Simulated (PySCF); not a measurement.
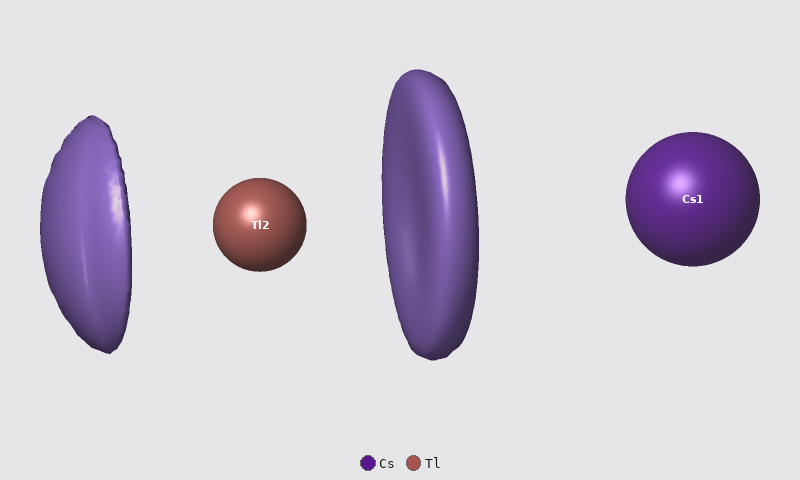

Figure 1: CsTl (charge +1, doublet). Isosurface of the electron localisation function at 0.75 (purple), seen from one side. Only the valence region is drawn (cores and ρ < 0.01 e/Å³ removed).

Core potentials replace the inner electrons of Cs and Tl.

All numbers below come from PySCF, PBE0/def2-SVPD, non-relativistic Hamiltonian with scalar-relativistic core potentials where named, at a bond length of 4.504 Å.

Describe the localisation domains.

At this value the surface marks out one lobe of the valence shell of Tl pointing towards Cs (polar bonds) and one lobe on Tl, pointing away from the bonds (non-bonding electrons). Profiles from the grid: Cs–Tl (4.50 Å): the ELF peaks at about 0.85 in the valence shell of Tl, 1.9 Å from its nucleus, and is about 0.45 at the midpoint.
